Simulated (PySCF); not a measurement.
**BH4NO2, charge +1, doublet, SMILES `[NH2+]B(O)O`: what the electrons do**

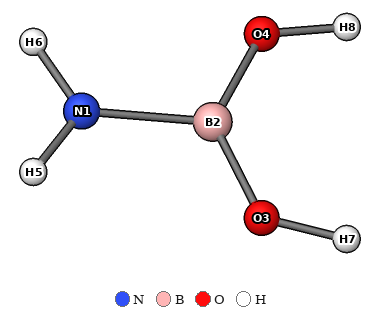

The molecule, with its atoms numbered as below. No frequency check shows the geometry to be a minimum.

Geometry (Å), atoms numbered from 1:

```
N1       1.3800   -0.0080    0.0000
B2      -0.0778    0.0000    0.0000
O3      -0.6148    1.2258    0.0000
O4      -0.6314   -1.2180    0.0000
H5       1.9227    0.8499    0.0000
H6       1.9110   -0.8765    0.0000
H7      -1.5578    1.4175    0.0000
H8      -1.5769   -1.3970    0.0000
```

### 1. Bonding charge

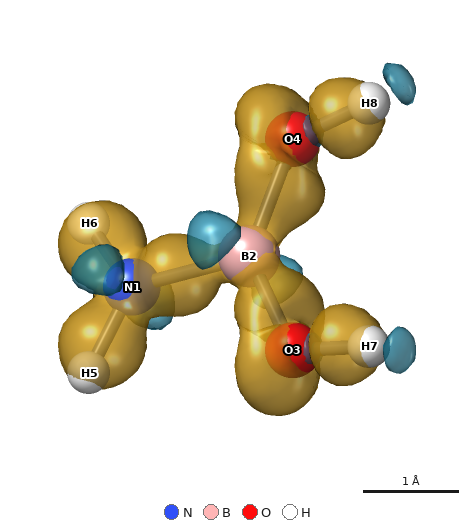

Deformation density (molecule less spherical, spin-averaged free atoms at the same positions), surfaces at ±0.14 e/Å³; yellow: gain, teal: loss.

Computed with PySCF, PBE0/6-311+G**, geometry: GFN2-xTB. The stability of the open-shell solution wasn't checked. GFN2-xTB doesn't know the spin state, so this open-shell geometry is rough.

**Describe the bonding that the map shows.**

N1–H5: +0.86 e/Å³ at the bond critical point (bond length 1.01 Å). N1–H6: +0.85 e/Å³ at the bond critical point (bond length 1.02 Å). O3–H7 and O4–H8: +0.79 e/Å³ at the bond critical point (bond length 0.96 Å). B2–O4 and B2–O3: +0.37 e/Å³ at the bond critical point (bond length 1.34 Å). N1–B2: +0.28 e/Å³ at the bond critical point (bond length 1.46 Å). In all, 1.5 electrons gather in the regions of gain relative to the promolecule of neutral atoms (the regions of loss give up this much and the cation's charge besides).

### 2. Bond critical points

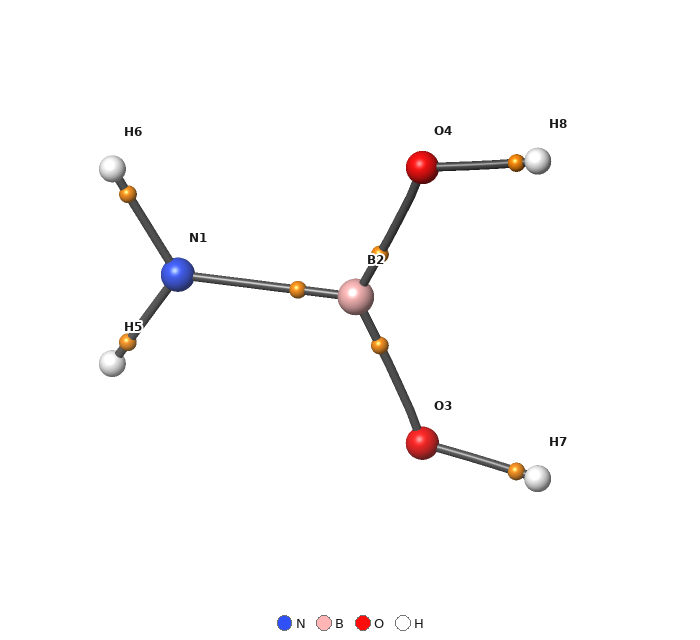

Molecular graph of the electron density (QTAIM): bond paths, bond critical points (orange), ring points (yellow, if any); weak paths are dashed.

**How many critical points of each kind are there, and does the count close?**

8 nuclei, 7 bond, 0 ring and 0 cage critical points: 8 − 7 + 0 − 0 = 1, as the Poincaré–Hopf relation requires.

**What does the calculation give at each kind of bond critical point?**

```json
{"bond": "O3–H7 (2 alike)", "length (Å)": "0.962", "ρ (a.u.)": "0.354", "∇²ρ (a.u.)": "−2.60", "ε": "0.00", "H (a.u.)": "−0.710"}
{"bond": "N1–H5", "length (Å)": "1.015", "ρ (a.u.)": "0.337", "∇²ρ (a.u.)": "−1.95", "ε": "0.00", "H (a.u.)": "−0.526"}
{"bond": "N1–H6", "length (Å)": "1.018", "ρ (a.u.)": "0.335", "∇²ρ (a.u.)": "−1.92", "ε": "0.00", "H (a.u.)": "−0.518"}
{"bond": "B2–O4 (2 alike)", "length (Å)": "1.338", "ρ (a.u.)": "0.217", "∇²ρ (a.u.)": "+0.97", "ε": "0.02", "H (a.u.)": "−0.184"}
{"bond": "N1–B2", "length (Å)": "1.458", "ρ (a.u.)": "0.179", "∇²ρ (a.u.)": "+0.51", "ε": "0.05", "H (a.u.)": "−0.152"}
```

**What kind of interaction is O3–H7?**

Shared-shell (covalent): ρ = 0.354, ∇²ρ = −2.60, H = −0.710 a.u.

### 3. Local ionisation energy

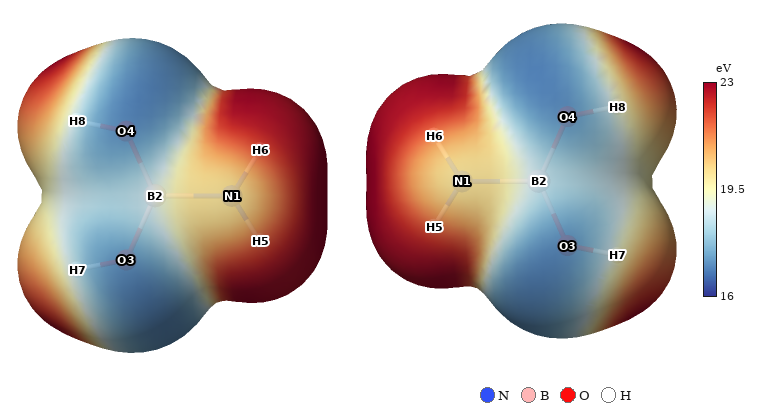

Average local ionisation energy on the surface of electron density 0.001 a.u. (back view left, front view right).

**Where are the most loosely bound electrons on this surface?**

The lowest value is 16.9 eV, off the molecular plane, over O4 (1.8 Å), and at like points elsewhere. Further minima include 22.7 eV, 1.1 Å from H6. For comparison, the highest occupied orbital lies at −15.1 eV.

### 4. Spin density

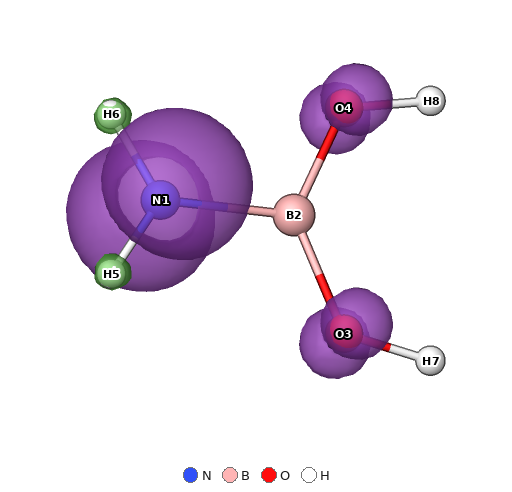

Spin density ρα − ρβ at ±0.05 e/Å³ (purple: excess α, green: excess β).

**How is the spin shared among the atoms?**

Hirshfeld spin populations: N1 +0.77 and O3 and O4 +0.07. ⟨S²⟩ = 0.76, against 0.75 for a pure state.

### 5. The π system

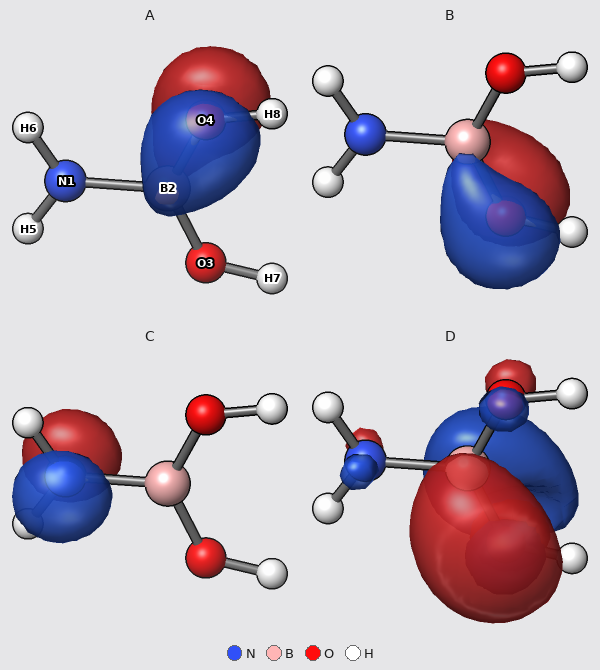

Natural orbitals of the π active space, CASSCF(5,4), doublet state, in order of falling occupation.

Computed with PySCF, def2-SVPD basis, geometry: GFN2-xTB. GFN2-xTB doesn't know the spin state, so this open-shell geometry is rough.

**What are the natural occupation numbers?**

A 2.00, B 1.98, C 1.00, D 0.02.

**How multiconfigurational is the state?**

The leading determinant weighs 0.99; the effective number of unpaired electrons, Σ n²(2−n)², is 1.00. The active space lowers the energy by 0.41 eV against Hartree–Fock.

**Where does the lowest quartet lie relative to the doublet, at this geometry and within this active space?**

9.82 eV above it by strongly contracted NEVPT2 (+9.46 eV by CASSCF); a small basis tends to put such gaps a few tenths of an eV too high. This is a vertical energy for π states alone; a state that uses lone pairs or σ orbitals may lie lower.
